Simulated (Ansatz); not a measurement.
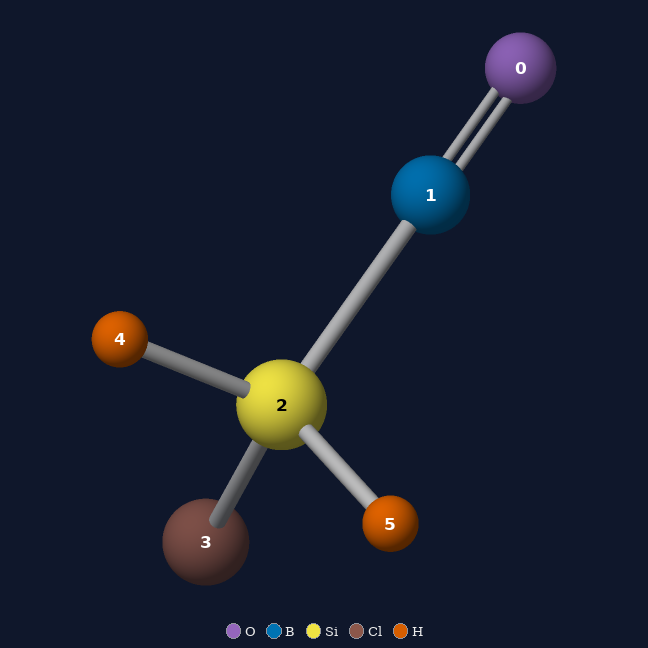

The picture shows the input geometry. Atoms are numbered from 0, in the order of the input.

The calculation was set up as follows.

```yaml
crystal:
  periodic: [false, false, false]
  atoms:
    - {symbol: O, position_ang: [0.817411, -2.286446, 0.928825]}
    - {symbol: B, position_ang: [0.471245, -1.215876, 0.510440]}
    - {symbol: Si, position_ang: [-0.083922, 0.571035, -0.175796]}
    - {symbol: Cl, position_ang: [-1.946037, 0.386325, -1.002391]}
    - {symbol: H, position_ang: [0.875434, 1.015016, -1.210177]}
    - {symbol: H, position_ang: [-0.134132, 1.529945, 0.949111]}
basis:
  gaussian: {orbitals: def2-TZVPP}
hamiltonian: {xc: pbe0, dispersion: d4}
output: {orbitals: {seedname: orbitals}}
```

It was started with:

```sh
ansatz run in.yaml --threads 2 --pin off --events-out ev --progress --plain --max-ram 4352MiB
```

Result:

```
Functional definition: PBE0
  name "PBE0"
  cite "Adamo & Barone, J. Chem. Phys. 110, 6158 (1999) doi:10.1063/1.478522"
  cite "Perdew, Burke & Ernzerhof, Phys. Rev. Lett. 77, 3865 (1996) doi:10.1103/PhysRevLett.77.3865"
  parent pbe
  parameter a = 0.25
  parameter kappa = 0.804
  parameter beta = 0.06672455060314922
  exchange = (1 - a)*pbe_x(kappa = kappa, mu = beta*pi^2/3) + a*exact_x
  correlation = pbe_c(beta = beta)
1054 factors; their error is unknown
mean field evaluation 1: about -23144.1752 eV, gradient 5.5e1 eV
mean field evaluation 2: about -23111.4934 eV, gradient 1.3e2 eV
mean field evaluation 4: about -23149.4926 eV, gradient 4.4e0 eV
mean field evaluation 8: about -23149.5907 eV, gradient 1.7e-1 eV
mean field -23149.59078363 eV, -850.7317699423 hartree, gradient 8.7e-5 eV, S^2 0.000000; 0 other end points of the search recorded, 0 dependent functions left out
reference -23149.59081542 eV, -850.7317711103 hartree; 23, 23 occupied and 151, 151 virtual orbitals, 1054 factors
Total energy: -23149.70528789 eV, -850.7359778962 hartree
```
